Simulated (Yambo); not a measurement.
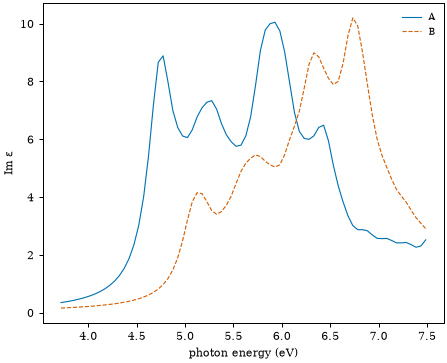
Figure: Two computed absorption spectra of AgCl (rock salt, space group Fm-3m, No. 225) (Yambo, LDA bands with the same scissor, field along x)

Task: Which curve includes the electron-hole attraction (BSE)?

Result: Curve A: the attraction moves weight to lower energy (centre of the plotted range 5.7 eV against 6.2 eV). Settings: 8×8×8 mesh, 8 valence and 1 conduction bands, static screening with 27 bands and a 4 Ry block, scissor 1.74 eV, Tamm-Dancoff. The scissor comes from a G0W0 run whose convergence isn't established. Broadening 0.15 eV. The band window holds all transitions up to 7.5 eV. On this mesh the peak heights and the fine structure are mesh artefacts; only the shift of weight is robust.

Spin-orbit coupling is not included.

Geometry relaxed with LDA; primitive cell a = b = c = 3.7866 Å, α = β = γ = 60.00°.
